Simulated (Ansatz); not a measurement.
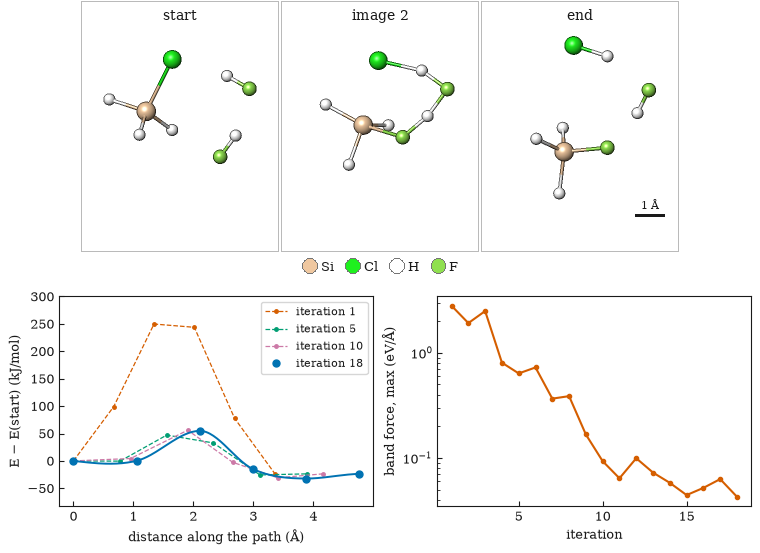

A nudged-elastic-band calculation for SiH$_{5}$ClF$_{2}$. Images are numbered from 0 (start) to 5 (end). The plot follows the band through its iterations. Style: ball-and-stick. Shown from a free direction.

Method: RKS PBE-D4/def2-SVP in Ansatz 0.2.0. Settings: 4 movable images; climbing image.

> Did the band converge, and can the barrier be trusted?

The run is converged, with reservations. The band converged in 18 iterations. The largest component of the band force went from 2.8 to 0.043 eV/Å. The climbing image converged on the top of the path. Its curvatures weren't checked. The largest force component is 0.66 eV/Å at the start and 0.94 eV/Å at the end; an end with forces this large is no minimum, and the barrier measured from it can be far off. The first iteration put the highest image at 249.8 kJ/mol. Relative to the start the highest point is image 2 at +54.8 kJ/mol and the end lies at −23.6 kJ/mol, but the profile dips to −32.1 kJ/mol at image 4 on the way, so an end point isn't at the bottom of its valley along this path.

Cost: 89 s on 4 threads of Intel Xeon @ 2.70GHz, on a shared host.
